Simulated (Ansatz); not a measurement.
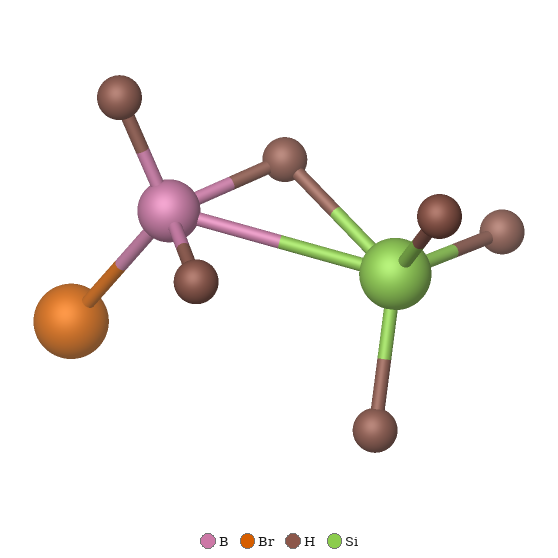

A ball-and-stick model of a molecule.

What does the picture show?

Formula BBrH₆Si. This geometry has C1 symmetry.

The parts below concern this one geometry. Atoms keep their numbers from picture to picture. The computed structure is the end point of a PBE0-D4/def2-TZVP optimisation.

### Geometry

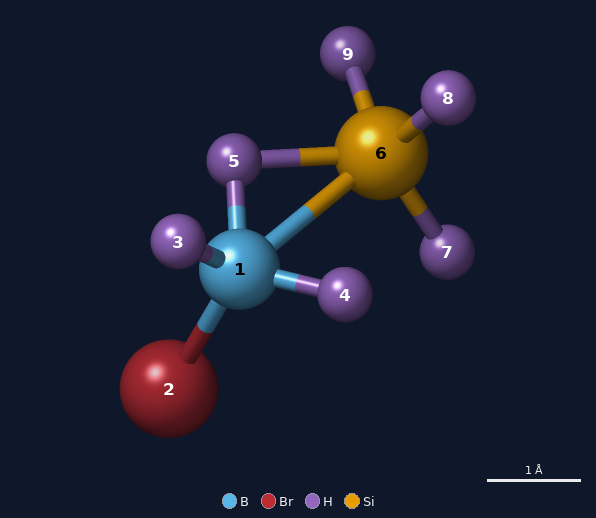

Atoms carry their numbers in the input.

Question: Which bond is the longest?

Answer: B1–Si6, 2.201 Å.

Question: What is the dihedral angle Br2–B1–H5–Si6?

Answer: 103° in size, that is anticlinal.

### Dipole moment

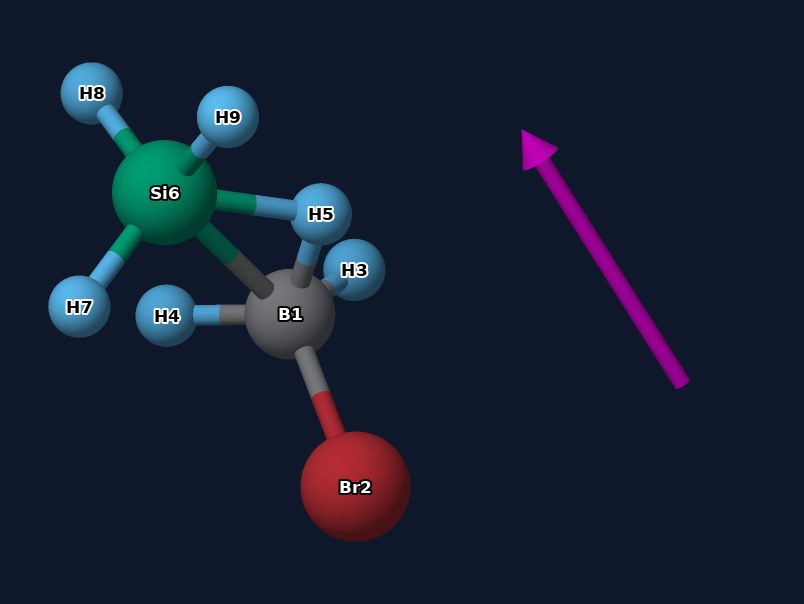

The arrow beside the molecule shows the direction of the dipole moment, from the negative to the positive end (its length means nothing). Method: RKS PBE0-D4/def2-TZVP (Ansatz 0.2.0).

Question: How large is the dipole moment?

Answer: 3.19 D; it points from the side of Br2 to the side of H8 (the outermost atoms at the two ends).

### Charges

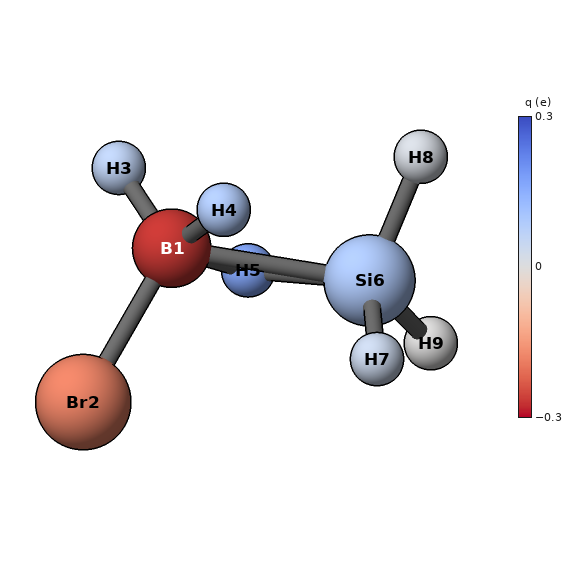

Atoms are coloured by their Mulliken charges. Method: RKS PBE0-D4/def2-TZVP (Ansatz 0.2.0).

Question: Which atom carries the highest charge (most positive or least negative)?

Answer: H5 (0.16 e).

Question: And the lowest?

Answer: B1 (−0.26 e).

List the Mulliken charges.

```csv
atom,value (e)
B1,−0.26
Br2,−0.18
H3,0.06
H4,0.08
H5,0.16
Si6,0.09
H7,0.04
H8,0.01
H9,0.00
```

### Electronic properties

Properties computed with RHF-CCSD(T), frozen core/def2-SVP (Ansatz 0.2.0).

Question: Give the T1 diagnostic at this level.

Answer: 0.008.

### Vibrations

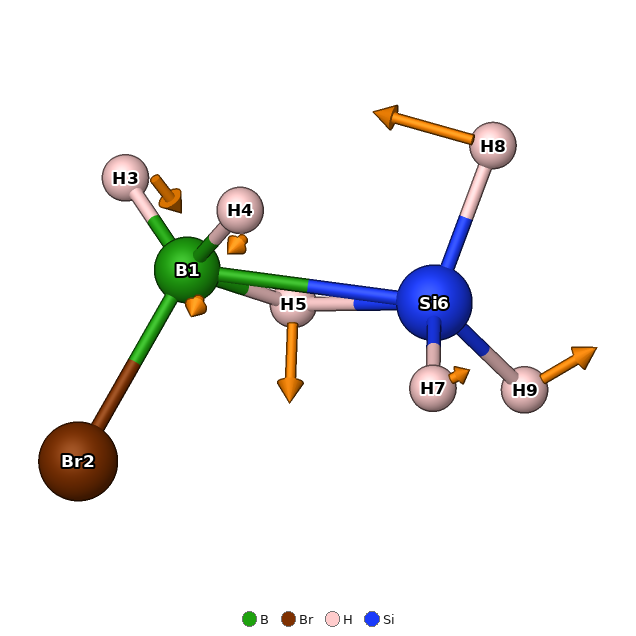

The arrows show one normal mode. Harmonic vibrations computed with RKS PBE0-D4/def2-TZVP (Ansatz 0.2.0) at a stationary point of the same level.

Question: Estimate its harmonic wavenumber.

Answer: 503 cm⁻¹; it is mode 4 of 21 counted from the lowest.

Mulliken values depend strongly on the basis set and can even reverse the polarity of a bond.
